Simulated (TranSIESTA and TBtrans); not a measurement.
Junction: Sn chain with one S atom in place of Sn. Leads: straight Sn chain, spacing 2.75 Å. Geometry: 3 atoms about the centre moved by SIESTA (PBE, DZP) to a largest force of 0.01 eV/Å, all others as built, motion along the axis alone.

Computed with TranSIESTA and TBtrans, PBE, DZP numerical orbitals (energy shift 0.15 eV), PseudoDojo norm-conserving scalar-relativistic potentials, mesh cutoff 200 Ry, 300 K, no spin polarisation, no spin-orbit coupling; self-consistent non-equilibrium Green functions.

Energies count from the leads' Fermi level. Transmissions are for one spin of a degenerate pair. The energy step is 0.01 eV; narrower resonances are cut or missed.

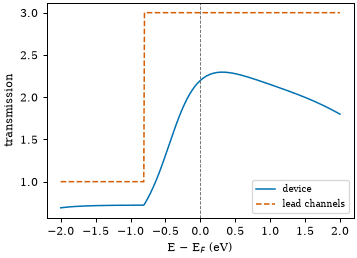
*Transmission against energy*

```
E (eV)     T  lead channels
------  ----  -------------
-2.00   0.69              1
-1.80   0.71              1
-1.60   0.71              1
-1.40   0.72              1
-1.20   0.72              1
-1.00   0.72              1
-0.80   0.73      band edge
-0.60   1.08              3
-0.40   1.55              3
-0.20   1.96              3
0.00    2.20              3
0.20    2.29              3
0.40    2.29              3
0.60    2.26              3
0.80    2.21              3
1.00    2.15              3
1.20    2.09              3
1.40    2.03              3
1.60    1.96              3
1.80    1.89              3
2.00    1.80              3
```

The straight chain is held at its spacing; free chains may zigzag or dimerise. No spin-polarised start was tried, so a magnetic state, if there is one, is missed.
